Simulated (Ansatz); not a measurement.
## A computed series for SrO: pressure series

Take SrO in the rock salt structure (space group Fm-3m, No. 225; a = 5.160 Å) as the base.

Cell and atoms are relaxed at each pressure.

Method: r2SCAN/PAW in Ansatz (a quantum-chemistry and plane-wave program), without spin-orbit coupling.

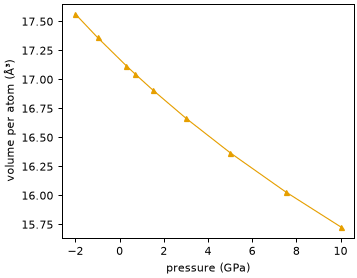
Figure. Volume against pressure

Q: Estimate the zero-pressure bulk modulus from the plot.

A: About 94 GPa; a third-order Birch–Murnaghan fit to the points gives V₀ = 17.17 Å³/atom, B₀ = 94 GPa and B₀′ = 4.5.

Measured bulk modulus of SrO: 91 GPa (room temperature; as listed in Juan A. Santana et al., The Journal of Chemical Physics (2016)); the computed value is for a static lattice, so the two differ by thermal effects too.

Between the base and pressure 10 GPa the gap moves from 3.80 eV to 3.75 eV, a mean slope of -5.1 meV/GPa.

Load acts through the strain it causes; cell and atoms are relaxed under it. Stability against distortions was not tested. No other phases were tried under pressure.
